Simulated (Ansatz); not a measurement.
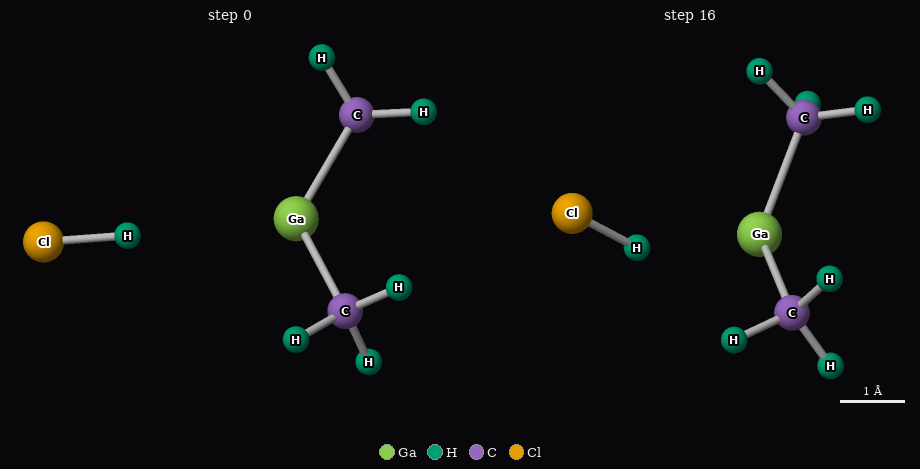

The structure of C$_{2}$H$_{7}$ClGa (multiplicity 2) before (left) and after (right) a relaxation, at one scale.

The picture is a ball-and-stick view, seen at a tilt.

The run prepares an end point of a later path (reaction) calculation, from a guessed geometry.

Theory: UKS PBE/def2-SVP in Ansatz 0.2.0.

Input file:
```yaml
crystal:
  periodic: [false, false, false]
  atoms:
    - { symbol: Ga, position_ang: [0.000142, -0.007826, -0.22344] }
    - { symbol: H, position_ang: [-0.012856, -0.056359, 2.539415] }
    - { symbol: C, position_ang: [1.795619, 0.021388, -1.114524] }
    - { symbol: H, position_ang: [2.130163, -1.03198, -1.233148] }
    - { symbol: H, position_ang: [1.744507, 0.496014, -2.117111] }
    - { symbol: H, position_ang: [2.545507, 0.541339, -0.487119] }
    - { symbol: C, position_ang: [-1.788025, 0.002076, -1.130451] }
    - { symbol: H, position_ang: [-2.345653, -0.911707, -0.838626] }
    - { symbol: H, position_ang: [-2.375025, 0.869833, -0.76528] }
    - { symbol: H, position_ang: [-1.700964, 0.049723, -2.236204] }
    - { symbol: Cl, position_ang: [0.006684, 0.027399, 3.884988] }
magnetization:
  spin_polarized: true
  initial_magnetization: 1
basis:
  gaussian: { orbitals: def2-SVP }
hamiltonian:
  xc: pbe
relax:
  f_tol: 0.03
  max_steps: 50
```

Launched with:
```bash
ansatz run input.yaml --threads 4 --pin off --max-ram 5120MiB --backend cpu --events-out ev --progress --plain --runs-dir out
```

Q: Describe what moved and what it gained.

A: The energy falls by 12.5 kJ/mol in 16 geometry steps. Largest force component: 0.66 eV/Å at the start, 0.0098 eV/Å at the end. Cl11 moves most after the best rigid fit: 1.45 Å. By element the largest moves are Cl 1.45 Å, H 0.83 Å, Ga 0.49 Å, C 0.23 Å. Some distances before and after: Ga1–Cl11 4.109 → 2.980 Å, Ga1–H2 2.763 → 2.006 Å, H2–Cl11 1.348 → 1.413 Å, Ga1–C7 2.005 → 1.996 Å. Among the angles between lasting bonds that change: Ga1–C7–H8 109.0° → 111.6°. Groups turn about Ga1–C7 by about 25°.

Limits of the set-up: the start holds two separate molecules, 2.8 Å apart at their closest, whose relative position is a soft coordinate and is computed without a dispersion correction.
